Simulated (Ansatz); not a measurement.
Results of PBEsol (PAW; Ansatz, a first-principles code) for K2SO4 (Pnma, No. 62).

Run with plane-wave cutoff 520 eV, 6×6×4 k mesh (along the axes of the cell as run), Fermi–Dirac smearing 0.01 eV, scalar-relativistic PAW data made under PBE.

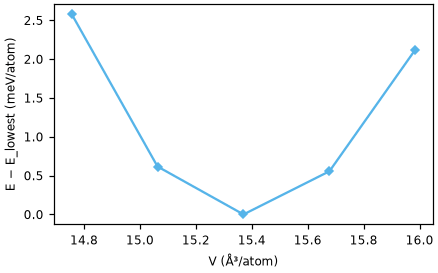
Fig. 1. Total energy against volume

Q: From the curve, estimate the equilibrium volume and the bulk modulus.

A: V0 ≈ 15.4 Å³/atom and B0 ≈ 30 GPa; the fit gives V0 = 15.371 Å³/atom, B0 = 30.4 GPa, B′ = 6.2.

Shape and atoms are relaxed at each volume.

Note: the relaxation could not lower the start's symmetry, so the cell can be a saddle point above a distorted one; the bulk modulus comes from volumes at which shape and atoms were relaxed.
